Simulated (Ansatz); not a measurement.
**Pt, response to strain**

Take Pt in the fcc (Cu type) structure (space group Fm-3m, No. 225; a = 3.942 Å; relaxed with 0.1 eV smearing) as the base. Axes: x, y, z lie along the cube axes.

Strains are applied to the cell and any free atomic positions relax; under biaxial strain the out-of-plane vector relaxes too.

Level of theory: r2SCAN (Ansatz, a first-principles code), scalar-relativistic without spin-orbit coupling.

Notes on the quantities. energy relative to the base: free energy F.

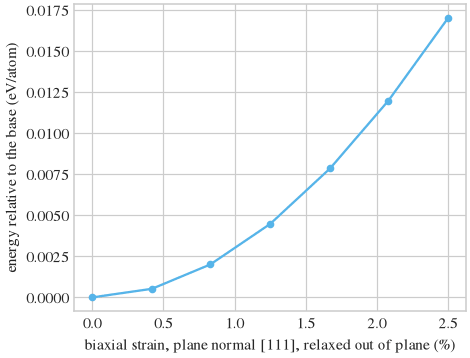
Figure. Energy relative to the base against biaxial strain, plane normal [111], relaxed out of plane

```tsv
biaxial strain, plane normal [111], relaxed out of plane (%)	energy relative to the base
0.42	+0.5 meV/atom
0.83	+2.0 meV/atom
1.25	+4.5 meV/atom
1.67	+7.9 meV/atom
2.08	+12 meV/atom
2.5	+17 meV/atom
```

Whether these cells are dynamically stable was not tested. All final runs are without spin polarisation. Pt lies near a magnetic instability that expansion can trigger; it was not tested.
